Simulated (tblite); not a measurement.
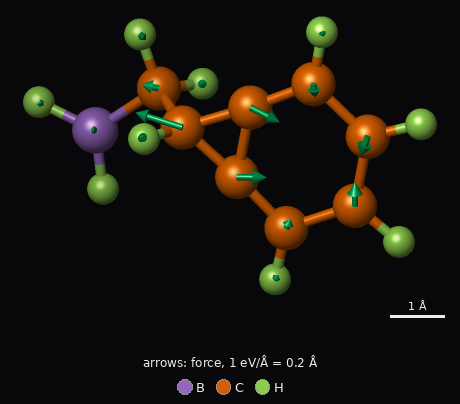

Starting geometry of C$_{8}$H$_{9}$B with the computed forces as green arrows. The picture is a ball-and-stick view, seen at a tilt.

Method: GFN2-xTB geometry optimisation, gas phase in tblite 0.8.0. 

Is this structure relaxed? If not, where do the atoms go?

Answer. It isn't relaxed: the largest force vector, on a C atom, is 4.74 eV/Å. The final displacements have little in common with the starting forces (cosine between the two patterns 0.15). After 128 geometry steps the energy has fallen by 84.5 kJ/mol. An H atom moves most after the best rigid fit: 1.15 Å. By element the largest moves are H 1.15 Å, C 0.17 Å, B 0.14 Å. Near-neighbour distances that change, for instance: C–C 1.400 → 1.492 Å, C–C 1.466 → 1.383 Å, C–C 1.552 → 1.518 Å, C–C 1.440 → 1.409 Å. Bond angles that change, for instance: C–C–C 63.1° → 55.3°, C–C–C 112.9° → 120.5°, C–C–H 120.7° → 113.8°. Groups turn about B–C by about 70°. Cost: 1.4 s on 1 thread of Arm Neoverse N1, on a shared host.
